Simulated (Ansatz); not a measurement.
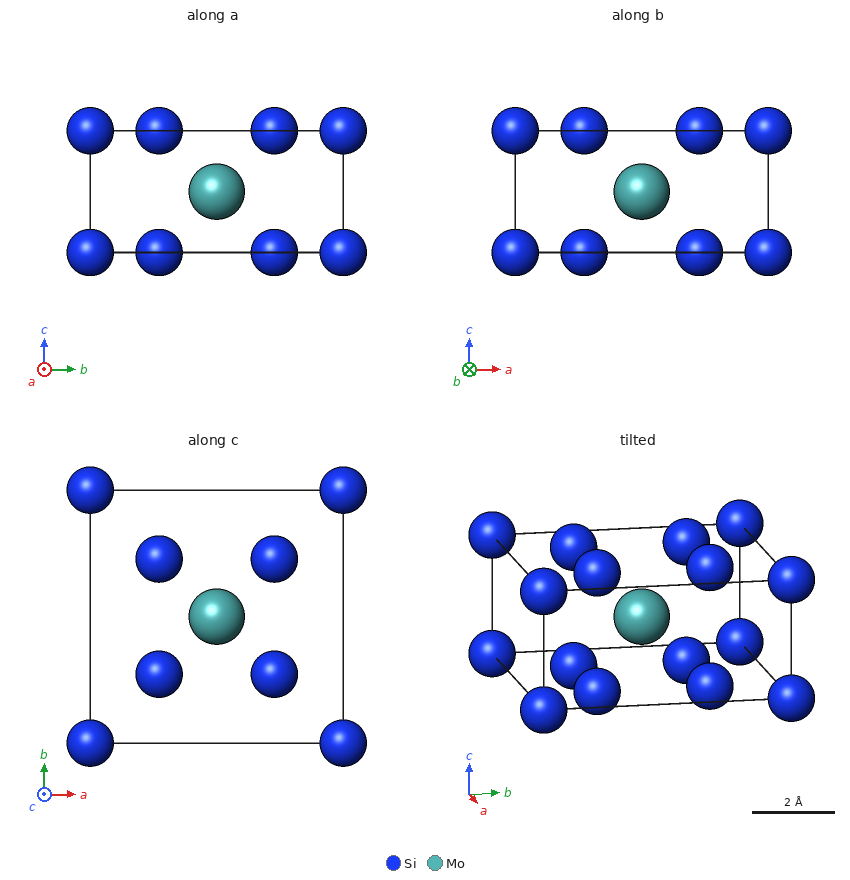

Spheres-only drawing of the structure, looking along the a axis, along the b axis, along the c axis and slightly off an axis. The wireframe shows the conventional unit cell.

Lattice parameters: a = 6.1857 Å, b = 6.1857 Å, c = 2.9768 Å, α = 90.000°, β = 90.000°, γ = 90.000°.

Turn the picture into a CIF in P1 with every atom of the cell, with free fractional coordinates to two decimals.

Answer.
```cif
data_structure
_symmetry_space_group_name_H-M 'P 1'
_symmetry_Int_Tables_number 1
_cell_length_a 6.1857
_cell_length_b 6.1857
_cell_length_c 2.9768
_cell_angle_alpha 90.000
_cell_angle_beta 90.000
_cell_angle_gamma 90.000
_cell_volume 113.90
loop_
_atom_site_label
_atom_site_type_symbol
_atom_site_fract_x
_atom_site_fract_y
_atom_site_fract_z
_atom_site_occupancy
Si1 Si 0.27 0.27 0.00 1
Si2 Si 0.73 0.73 0.00 1
Si3 Si 0.73 0.27 0.00 1
Si4 Si 0.27 0.73 0.00 1
Si5 Si 0.00 0.00 0.00 1
Mo1 Mo 0.50 0.50 0.50 1
```

The structure comes from a random cell made by a generator, so it need not be a real form of the compound. It was relaxed with DFT PBE, scalar-relativistic, plane waves, PAW in Ansatz.
